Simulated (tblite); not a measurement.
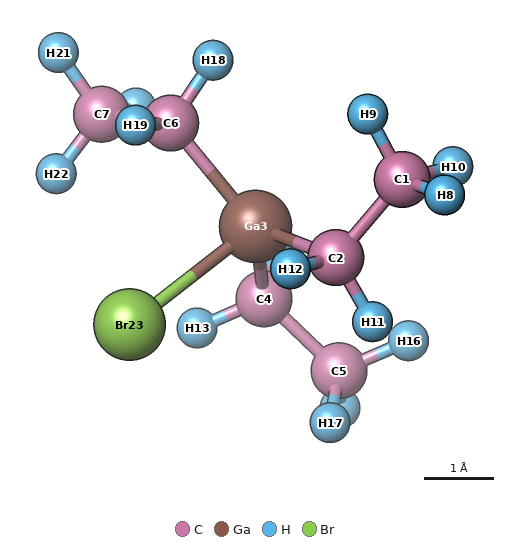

Figure 1. The structure as given in the input (ball-and-stick view, seen at a tilt; atoms are numbered from 1 in the order of the input). Sticks mark near contacts. Bond lengths as drawn: Br–Ga 2.52 Å, C–C 1.52 to 1.53 Å, C–Ga 1.96 to 2.02 Å and C–H 1.08 to 1.13 Å.

Geometry relaxation of C$_{6}$H$_{15}$BrGa (charge −1) (part 1 of 3)

System: C$_{6}$H$_{15}$BrGa, charge −1, SMILES C[CH2][Ga-]([Br])([CH2]C)[CH2]C.
Method: GFN2-xTB geometry optimisation, gas phase (tblite 0.8.0).

Input file:
```
{"job": {"kind": "relax", "xc": "GFN2-xTB", "basis": "xTB"}, "charge": -1, "multiplicity": 1}
C     -1.160800     2.593900     0.446200
C     -0.940800     1.690500    -0.770500
Ga     0.166600     0.067800    -0.291500
C     -0.614300    -1.740200    -0.421800
C     -2.096000    -1.847700    -0.743000
C      2.008600     0.311600     0.320900
C      2.846800    -0.958200     0.430800
H     -1.733400     3.513700     0.179000
H     -0.225200     2.936900     0.906800
H     -1.763200     2.096200     1.251900
H     -1.894300     1.370900    -1.207300
H     -0.390600     2.229900    -1.530400
H     -0.012400    -2.312900    -1.117200
H     -0.398400    -2.254300     0.555400
H     -2.462100    -2.868400    -0.799300
H     -2.729200    -1.316000     0.002500
H     -2.307100    -1.380900    -1.730900
H      1.954500     0.808000     1.308600
H      2.511600     1.055000    -0.321600
H      2.384100    -1.697000     1.122100
H      3.854400    -0.765900     0.836800
H      2.962900    -1.457200    -0.535000
Br     1.082900     0.010700    -2.639200
```

The first line tells a small driver script what to run in tblite; the rest is the geometry in Å.

Hardware: 1 CPU thread, shared host.

Run as:
```bash
OMP_NUM_THREADS=1 python <driver script> task.json out
```

What the program printed:
```
step      E/eV     max force
  0    -708.00266    2.391
  1    -708.20176    2.004
  2    -708.38159    1.265
  3    -708.48778    0.681
  4    -708.56851    0.874
  5    -708.61721    0.807
  6    -708.66337    0.509
  7    -708.69509    0.409
  8    -708.71952    0.342
  9    -708.73194    0.215
 10    -708.74023    0.242
 11    -708.74807    0.211
 12    -708.75598    0.230
 13    -708.76262    0.179
 14    -708.76746    0.124
 15    -708.77093    0.110
 16    -708.77357    0.117
 17    -708.77591    0.110
 18    -708.77818    0.103
 19    -708.78067    0.107
 20    -708.78365    0.117
 21    -708.78681    0.136
 22    -708.78973    0.114
 23    -708.79252    0.132
 24    -708.79559    0.123
 25    -708.79900    0.115
 26    -708.80202    0.099
 27    -708.80412    0.081
 28    -708.80574    0.085
 29    -708.80757    0.078
 30    -708.80965    0.100
 31    -708.81144    0.098
 32    -708.81289    0.079
 33    -708.81433    0.086
 34    -708.81593    0.101
 35    -708.81772    0.106
 36    -708.81960    0.100
 37    -708.82157    0.083
 38    -708.82378    0.093
 39    -708.82612    0.087
 40    -708.82824    0.090
 41    -708.83021    0.085
 42    -708.83203    0.078
 43    -708.83344    0.074
 44    -708.83467    0.068
 45    -708.83601    0.078
 46    -708.83742    0.131
 47    -708.83879    0.123
 48    -708.84011    0.074
 49    -708.84123    0.069
 50    -708.84242    0.076
 51    -708.84384    0.101
 52    -708.84536    0.095
 53    -708.84653    0.095
 54    -708.84740    0.056
 55    -708.84802    0.050
 56    -708.84863    0.053
 57    -708.84917    0.063
 58    -708.84973    0.064
 59    -708.85014    0.036
 60    -708.85038    0.029
 61    -708.85053    0.026
 62    -708.85069    0.025
 63    -708.85083    0.022
 64    -708.85094    0.021
 65    -708.85104    0.025
 66    -708.85119    0.032
 67    -708.85145    0.048
 68    -708.85181    0.052
 69    -708.85214    0.037
 70    -708.85236    0.029
 71    -708.85256    0.035
 72    -708.85282    0.048
 73    -708.85320    0.055
 74    -708.85368    0.047
 75    -708.85420    0.049
 76    -708.85480    0.057
 77    -708.85549    0.069
 78    -708.85650    0.073
 79    -708.85727    0.046
 80    -708.85778    0.046
 81    -708.85811    0.044
 82    -708.85853    0.050
 83    -708.85902    0.047
 84    -708.85955    0.050
 85    -708.86006    0.060
 86    -708.86067    0.060
 87    -708.86137    0.060
 88    -708.86216    0.067
 89    -708.86303    0.072
 90    -708.86392    0.072
 91    -708.86463    0.065
 92    -708.86506    0.042
 93    -708.86540    0.046
 94    -708.86567    0.050
 95    -708.86602    0.035
 96    -708.86629    0.036
 97    -708.86658    0.041
 98    -708.86685    0.040
 99    -708.86718    0.037
100    -708.86749    0.032
101    -708.86768    0.036
102    -708.86780    0.034
103    -708.86790    0.028
104    -708.86803    0.036
105    -708.86820    0.028
106    -708.86847    0.036
107    -708.86860    0.036
108    -708.86882    0.034
109    -708.86903    0.028
110    -708.86918    0.020
111    -708.86932    0.027
112    -708.86947    0.029
113    -708.86966    0.031
114    -708.86991    0.035
115    -708.87017    0.037
116    -708.87046    0.035
117    -708.87078    0.039
118    -708.87105    0.033
119    -708.87122    0.021
120    -708.87133    0.019
121    -708.87142    0.015
122    -708.87146    0.011
123    -708.87148    0.009
```

Trajectory as extended XYZ (Å, eV, eV/Å), 21 of the 124 frames kept, from step=0 to step=123:
```
23
Properties=species:S:1:pos:R:3:forces:R:3 step=0 energy=-708.00266
C    -1.1608    2.5939    0.4462   -1.0420   0.6070   0.3670
C    -0.9408    1.6905   -0.7705   -0.0950  -0.0560   1.1080
Ga    0.1666    0.0678   -0.2915    0.0970   0.2730  -2.3730
C    -0.6143   -1.7402   -0.4218   -0.2480  -0.9570   1.4330
C    -2.0960   -1.8477   -0.7430   -0.6200   0.6200  -0.3670
C     2.0086    0.3116    0.3209    0.7190   0.4530   1.1730
C     2.8468   -0.9582    0.4308    0.2700  -0.4660   0.5500
H    -1.7334    3.5137    0.1790    0.2370  -0.3200   0.0870
H    -0.2252    2.9369    0.9068   -0.0590  -0.2210  -0.1970
H    -1.7632    2.0962    1.2519    0.4750   0.1790  -0.6090
H    -1.8943    1.3709   -1.2073   -0.1580   0.2570  -0.0080
H    -0.3906    2.2299   -1.5304    0.0040   0.4530  -0.2960
H    -0.0124   -2.3129   -1.1172    0.0190  -0.3150  -0.4890
H    -0.3984   -2.2543    0.5554   -0.3840  -0.0150  -0.2750
H    -2.4621   -2.8684   -0.7993    0.0250  -0.3420   0.0420
H    -2.7292   -1.3160    0.0025    0.4320  -0.2050  -0.3150
H    -2.3071   -1.3809   -1.7309    0.1630  -0.1770   0.5080
H     1.9545    0.8080    1.3086    0.4310  -0.0630   0.2140
H     2.5116    1.0550   -0.3216    0.0870  -0.1660   0.0700
H     2.3841   -1.6970    1.1221    0.0480   0.3800  -0.3310
H     3.8544   -0.7659    0.8368   -0.1290   0.0570  -0.1680
H     2.9629   -1.4572   -0.5350   -0.0670   0.1670   0.0080
Br    1.0829    0.0107   -2.6392   -0.2060  -0.1390  -0.1310
23
Properties=species:S:1:pos:R:3:forces:R:3 step=6 energy=-708.66337
C    -1.1966    2.6289    0.4598   -0.1460   0.0070   0.1030
C    -0.9542    1.7191   -0.7408    0.0020  -0.0780   0.1130
Ga    0.2455    0.0549   -0.5694   -0.0860   0.0720   0.3330
C    -0.6223   -1.7984   -0.3790   -0.0290  -0.1840   0.2360
C    -2.1064   -1.8658   -0.7406   -0.1330   0.2270  -0.0680
C     2.0367    0.3344    0.3974    0.2300   0.1160   0.1290
C     2.8665   -0.9526    0.4633    0.0130  -0.1150   0.1180
H    -1.7533    3.5433    0.1802    0.1440  -0.2720   0.1280
H    -0.2379    2.9244    0.8902   -0.0490   0.0860   0.0350
H    -1.7597    2.0981    1.2378    0.0380   0.1570  -0.1210
H    -1.9172    1.4336   -1.1849   -0.1810   0.0540  -0.0450
H    -0.4429    2.3042   -1.5109   -0.0070   0.3680  -0.2340
H    -0.0652   -2.3793   -1.1284   -0.0160  -0.3910   0.0300
H    -0.4637   -2.3166    0.5920   -0.0300   0.1770  -0.2960
H    -2.4747   -2.8969   -0.7991   -0.0020   0.0500   0.0150
H    -2.7093   -1.3204   -0.0046    0.0590  -0.1260  -0.0400
H    -2.2831   -1.3831   -1.7118    0.0460  -0.1330   0.1070
H     2.0395    0.8165    1.3962   -0.0700  -0.1450  -0.2420
H     2.5662    1.0368   -0.2733    0.1660   0.0980   0.1910
H     2.3768   -1.6831    1.1190    0.1350   0.0860  -0.0140
H     3.8866   -0.7720    0.8339   -0.1460  -0.0500  -0.0070
H     2.9492   -1.4167   -0.5251   -0.0120   0.0930   0.0230
Br    1.0642   -0.0228   -2.7486    0.0730  -0.0990  -0.4940
23
Properties=species:S:1:pos:R:3:forces:R:3 step=12 energy=-708.75598
C    -1.1960    2.6246    0.4696   -0.0140   0.0170  -0.0120
C    -0.9618    1.7484   -0.7583    0.0680  -0.1010  -0.0740
Ga    0.2642    0.0619   -0.6065    0.0820  -0.0620  -0.0480
C    -0.6228   -1.8343   -0.3933    0.1280   0.1090   0.0070
C    -2.1116   -1.8638   -0.7420    0.0510  -0.0290  -0.0070
C     2.0797    0.3471    0.4033   -0.2030   0.0700  -0.0830
C     2.8772   -0.9557    0.4746   -0.0050   0.0780  -0.0120
H    -1.7510    3.5242    0.1986   -0.0940   0.1600   0.0000
H    -0.2486    2.9401    0.9041    0.0760  -0.0220   0.0560
H    -1.7683    2.1074    1.2377    0.0060  -0.1220   0.0500
H    -1.9416    1.4685   -1.1814    0.0000   0.0060   0.0060
H    -0.4913    2.3860   -1.5276   -0.0360   0.0280  -0.0150
H    -0.0964   -2.4953   -1.1044   -0.0300  -0.0400   0.0270
H    -0.4796   -2.3075    0.5907    0.0050   0.1050   0.0180
H    -2.4845   -2.8901   -0.7950   -0.0810  -0.0720  -0.0130
H    -2.7056   -1.3298    0.0027    0.0390   0.0520  -0.0230
H    -2.2752   -1.3948   -1.7138   -0.0590   0.0230  -0.0140
H     2.0303    0.7999    1.4060   -0.0880  -0.0580  -0.0410
H     2.6454    1.0693   -0.2122    0.0900  -0.0100   0.0760
H     2.3919   -1.6787    1.1337   -0.0300   0.0110  -0.0290
H     3.8907   -0.7867    0.8458    0.1210  -0.0370   0.0230
H     2.9442   -1.3939   -0.5230    0.0530  -0.0830   0.0080
Br    1.0552   -0.0603   -2.8561   -0.0770  -0.0210   0.1020
23
Properties=species:S:1:pos:R:3:forces:R:3 step=18 energy=-708.77818
C    -1.1966    2.6245    0.4715    0.0400  -0.0490  -0.0030
C    -0.9567    1.7555   -0.7666   -0.0130   0.0240  -0.0360
Ga    0.2771    0.0593   -0.6280   -0.0380   0.0590  -0.0750
C    -0.6124   -1.8304   -0.4044   -0.0200   0.0130  -0.0170
C    -2.1051   -1.8657   -0.7472   -0.0200   0.0140   0.0080
C     2.0792    0.3514    0.3842    0.0170  -0.0310  -0.0030
C     2.8838   -0.9481    0.4720    0.0130  -0.0560  -0.0120
H    -1.7593    3.5310    0.2177   -0.0040  -0.0290   0.0300
H    -0.2492    2.9330    0.9164    0.0260   0.0040  -0.0110
H    -1.7569    2.0818    1.2332   -0.0290  -0.0400   0.0120
H    -1.9411    1.4715   -1.1796    0.0240  -0.0280   0.0180
H    -0.5133    2.4098   -1.5405    0.0180  -0.0430   0.0290
H    -0.1034   -2.5370   -1.0832    0.0540   0.0490   0.0150
H    -0.4741   -2.2568    0.5997   -0.0100   0.0260   0.0700
H    -2.4972   -2.8888   -0.7931    0.0360   0.0070   0.0310
H    -2.6855   -1.3179   -0.0044   -0.0240   0.0490   0.0540
H    -2.2889   -1.3976   -1.7156    0.0240   0.0060  -0.0650
H     1.9767    0.7766    1.3926   -0.0520  -0.0190   0.0530
H     2.6873    1.0846   -0.1715   -0.0290   0.0420  -0.0320
H     2.3880   -1.6653    1.1265   -0.0510  -0.0380   0.0530
H     3.9000   -0.7945    0.8499    0.0100   0.0560   0.0340
H     2.9639   -1.4097   -0.5141    0.0240  -0.0060  -0.0590
Br    1.0287   -0.0809   -2.8624    0.0040  -0.0100  -0.0960
23
Properties=species:S:1:pos:R:3:forces:R:3 step=25 energy=-708.79900
C    -1.1858    2.5950    0.4823    0.0250  -0.0430  -0.0490
C    -0.9494    1.7543   -0.7800   -0.0280   0.0790   0.0000
Ga    0.2878    0.0745   -0.6967    0.0200  -0.0310   0.0000
C    -0.6056   -1.7904   -0.3987   -0.0590  -0.0310  -0.0330
C    -2.0996   -1.8430   -0.7465    0.0350  -0.0250   0.0160
C     2.0640    0.3374    0.3582    0.0830  -0.0620   0.0210
C     2.8864   -0.9551    0.4682   -0.0040   0.0200  -0.0070
H    -1.7663    3.5023    0.2640    0.0360  -0.0850  -0.0190
H    -0.2344    2.9108    0.9209   -0.0870  -0.0750  -0.0040
H    -1.7413    2.0220    1.2292    0.1010   0.0170  -0.0050
H    -1.9360    1.4529   -1.1766    0.0500   0.0540  -0.0270
H    -0.5170    2.4195   -1.5514   -0.0820   0.0100   0.0420
H    -0.0755   -2.5236   -1.0343   -0.0470   0.0170   0.0380
H    -0.4826   -2.1633    0.6293    0.0250   0.0160   0.0240
H    -2.4873   -2.8709   -0.7592    0.0470   0.0670   0.0320
H    -2.6733   -1.2762   -0.0082   -0.0100   0.0100  -0.0910
H    -2.2847   -1.4079   -1.7331    0.0140  -0.0060   0.0550
H     1.8887    0.7154    1.3778   -0.0070   0.0340  -0.0210
H     2.6873    1.1065   -0.1324   -0.0350  -0.0330   0.0130
H     2.3734   -1.6654    1.1225    0.0450  -0.0050  -0.0660
H     3.8899   -0.7764    0.8777   -0.0910  -0.0020  -0.0040
H     3.0061   -1.4270   -0.5128   -0.0120   0.0520   0.0620
Br    1.0000   -0.1051   -2.9469   -0.0210   0.0210   0.0240
23
Properties=species:S:1:pos:R:3:forces:R:3 step=31 energy=-708.81144
C    -1.1721    2.5525    0.4836    0.0010   0.0050   0.0570
C    -0.9416    1.7561   -0.8022   -0.0140   0.0060  -0.0100
Ga    0.3013    0.0812   -0.7498   -0.0130   0.0040   0.0100
C    -0.6019   -1.7580   -0.3877    0.0070   0.0270   0.0250
C    -2.0900   -1.8225   -0.7417   -0.0130   0.0200   0.0030
C     2.0537    0.3221    0.3434   -0.0530   0.0150  -0.0050
C     2.8870   -0.9580    0.4688   -0.0160   0.0210   0.0090
H    -1.7676    3.4525    0.2898   -0.0100  -0.0090   0.0310
H    -0.2282    2.8672    0.9288    0.0850   0.0230  -0.0420
H    -1.6961    1.9600    1.2341   -0.0440  -0.0780  -0.0240
H    -1.9277    1.4588   -1.1941   -0.0560  -0.0340  -0.0270
H    -0.5485    2.4562   -1.5573    0.0630   0.0440  -0.0380
H    -0.0732   -2.5234   -0.9811   -0.0110  -0.0310   0.0040
H    -0.4796   -2.0753    0.6598   -0.0080  -0.0030   0.0000
H    -2.4681   -2.8502   -0.7147   -0.0420   0.0060   0.0000
H    -2.6766   -1.2261   -0.0399    0.0030   0.0090   0.0100
H    -2.2707   -1.4189   -1.7412    0.0300  -0.0550  -0.0210
H     1.8157    0.6794    1.3571    0.0290   0.0240   0.0310
H     2.6830    1.1135   -0.0962    0.0240  -0.0150  -0.0270
H     2.3705   -1.6846    1.1001   -0.0020  -0.0010  -0.0330
H     3.8690   -0.7601    0.9131    0.0030  -0.0350  -0.0010
H     3.0408   -1.4209   -0.5094    0.0350   0.0400   0.0070
Br    0.9655   -0.1151   -3.0100    0.0010   0.0190   0.0400
23
Properties=species:S:1:pos:R:3:forces:R:3 step=37 energy=-708.82157
C    -1.1582    2.5138    0.4879   -0.0340   0.0090  -0.0420
C    -0.9447    1.7659   -0.8293    0.0450  -0.0700   0.0020
Ga    0.2961    0.0910   -0.7686    0.0080   0.0030   0.0280
C    -0.6042   -1.7383   -0.3697    0.0230  -0.0130   0.0240
C    -2.0877   -1.8074   -0.7349   -0.0260  -0.0070  -0.0230
C     2.0382    0.3204    0.3450    0.0090   0.0340  -0.0190
C     2.8805   -0.9526    0.4701    0.0240  -0.0290  -0.0070
H    -1.7709    3.4084    0.3314   -0.0300   0.0330   0.0700
H    -0.2011    2.8319    0.9071   -0.0400  -0.0360   0.0270
H    -1.6650    1.8826    1.2214    0.0680   0.0090  -0.0120
H    -1.9322    1.4637   -1.2207    0.0160   0.0620  -0.0170
H    -0.5507    2.4918   -1.5624   -0.0180  -0.0370  -0.0130
H    -0.0844   -2.5268   -0.9402    0.0400  -0.0080   0.0210
H    -0.4818   -2.0229    0.6881   -0.0440  -0.0100  -0.0240
H    -2.4739   -2.8298   -0.6771   -0.0510  -0.0370   0.0460
H    -2.6820   -1.1797   -0.0676    0.0060   0.0160  -0.0250
H    -2.2418   -1.4541   -1.7572   -0.0210   0.0140  -0.0100
H     1.7926    0.6815    1.3577    0.0550  -0.0080  -0.0290
H     2.6780    1.1025   -0.0951   -0.0060   0.0640   0.0020
H     2.3605   -1.7065    1.0627   -0.0440  -0.0080   0.0020
H     3.8493   -0.7599    0.9425    0.0120   0.0230   0.0740
H     3.0797   -1.3852   -0.5118   -0.0240   0.0060  -0.0700
Br    0.9486   -0.1039   -3.0260    0.0320  -0.0100  -0.0030
23
Properties=species:S:1:pos:R:3:forces:R:3 step=43 energy=-708.83344
C    -1.1482    2.4726    0.4859    0.0310  -0.0500   0.0020
C    -0.9453    1.7711   -0.8590   -0.0160   0.0430  -0.0110
Ga    0.2960    0.0960   -0.7812   -0.0210   0.0070  -0.0140
C    -0.6115   -1.7250   -0.3506   -0.0090  -0.0400   0.0020
C    -2.0918   -1.7991   -0.7348    0.0120   0.0020   0.0010
C     2.0365    0.3289    0.3365    0.0300   0.0450   0.0250
C     2.8790   -0.9464    0.4635   -0.0220   0.0490  -0.0290
H    -1.7866    3.3624    0.4126    0.0200  -0.0520  -0.0480
H    -0.1832    2.7818    0.8921   -0.0200   0.0290   0.0340
H    -1.6060    1.7873    1.2007   -0.0160   0.0080   0.0510
H    -1.9346    1.4916   -1.2627    0.0170   0.0070   0.0210
H    -0.5489    2.5109   -1.5773    0.0140  -0.0210   0.0320
H    -0.0776   -2.5350   -0.8782   -0.0140   0.0140   0.0040
H    -0.5106   -1.9709    0.7178   -0.0270  -0.0070   0.0250
H    -2.5064   -2.8076   -0.6133    0.0300   0.0250  -0.0050
H    -2.6807   -1.1188   -0.1163   -0.0030   0.0240  -0.0170
H    -2.2218   -1.5005   -1.7775   -0.0430  -0.0330  -0.0110
H     1.7949    0.6833    1.3515   -0.0140   0.0060  -0.0020
H     2.6734    1.1209   -0.0947    0.0030  -0.0170  -0.0030
H     2.3318   -1.7228    1.0042   -0.0170   0.0420  -0.0510
H     3.8170   -0.7607    1.0015   -0.0200  -0.0260  -0.0430
H     3.1204   -1.3351   -0.5289    0.0440  -0.0190   0.0410
Br    0.9490   -0.0987   -3.0384    0.0420  -0.0390  -0.0020
23
Properties=species:S:1:pos:R:3:forces:R:3 step=49 energy=-708.84123
C    -1.1345    2.4257    0.4928    0.0130   0.0180   0.0320
C    -0.9412    1.7718   -0.8770   -0.0050   0.0130   0.0270
Ga    0.2946    0.1000   -0.7995    0.0530  -0.0400  -0.0090
C    -0.6191   -1.7136   -0.3314   -0.0340   0.0410  -0.0440
C    -2.0946   -1.7872   -0.7369   -0.0050  -0.0100   0.0010
C     2.0346    0.3489    0.3258    0.0290  -0.0400  -0.0270
C     2.8731   -0.9293    0.4489    0.0030  -0.0170  -0.0070
H    -1.7929    3.3002    0.4533   -0.0400   0.0170  -0.0350
H    -0.1753    2.7517    0.8986    0.0340   0.0060  -0.0080
H    -1.5623    1.7155    1.2030   -0.0290  -0.0210  -0.0100
H    -1.9336    1.5165   -1.2864    0.0080  -0.0300   0.0260
H    -0.5404    2.5273   -1.5755    0.0220   0.0060   0.0620
H    -0.0782   -2.5398   -0.8240   -0.0290  -0.0050   0.0010
H    -0.5468   -1.9276    0.7466    0.0050   0.0110   0.0010
H    -2.5209   -2.7818   -0.5604   -0.0090   0.0100   0.0160
H    -2.6783   -1.0609   -0.1670   -0.0130  -0.0100  -0.0070
H    -2.2224   -1.5526   -1.7967    0.0470  -0.0110   0.0020
H     1.7846    0.6871    1.3446   -0.0130   0.0200  -0.0290
H     2.6764    1.1411   -0.0930    0.0000   0.0290  -0.0030
H     2.2951   -1.7168    0.9365   -0.0110  -0.0050   0.0040
H     3.7859   -0.7684    1.0351   -0.0180   0.0150   0.0080
H     3.1718   -1.3021   -0.5336   -0.0290   0.0490  -0.0250
Br    0.9691   -0.1194   -3.0506    0.0220  -0.0440   0.0250
23
Properties=species:S:1:pos:R:3:forces:R:3 step=55 energy=-708.84802
C    -1.1257    2.3932    0.5077   -0.0300   0.0080   0.0060
C    -0.9286    1.7677   -0.8738    0.0300  -0.0350   0.0190
Ga    0.3107    0.0947   -0.8185   -0.0360   0.0140  -0.0070
C    -0.6303   -1.6971   -0.3236    0.0080   0.0070   0.0270
C    -2.1005   -1.7773   -0.7406   -0.0160   0.0050   0.0000
C     2.0397    0.3640    0.3056   -0.0470   0.0130   0.0000
C     2.8688   -0.9166    0.4336    0.0080  -0.0050   0.0120
H    -1.8076    3.2514    0.4711    0.0190   0.0030   0.0440
H    -0.1680    2.7334    0.9074   -0.0380   0.0050   0.0210
H    -1.5390    1.6612    1.2058    0.0060   0.0290  -0.0030
H    -1.9218    1.5229   -1.2865    0.0220  -0.0280  -0.0160
H    -0.5243    2.5439   -1.5441    0.0110   0.0080  -0.0250
H    -0.0950   -2.5457   -0.7820    0.0040  -0.0090  -0.0090
H    -0.5748   -1.8799    0.7620    0.0230   0.0190  -0.0030
H    -2.5355   -2.7572   -0.5121   -0.0190  -0.0020  -0.0120
H    -2.6846   -1.0191   -0.2138   -0.0070   0.0000  -0.0400
H    -2.2083   -1.6010   -1.8137    0.0020  -0.0010   0.0200
H     1.7639    0.6937    1.3198    0.0080   0.0180   0.0190
H     2.6830    1.1662   -0.0915    0.0110  -0.0120  -0.0170
H     2.2641   -1.7096    0.8800    0.0240  -0.0140  -0.0190
H     3.7551   -0.7728    1.0621    0.0170   0.0000  -0.0010
H     3.2026   -1.2615   -0.5475   -0.0080   0.0050  -0.0030
Br    1.0011   -0.1681   -3.0544    0.0090  -0.0280  -0.0130
```
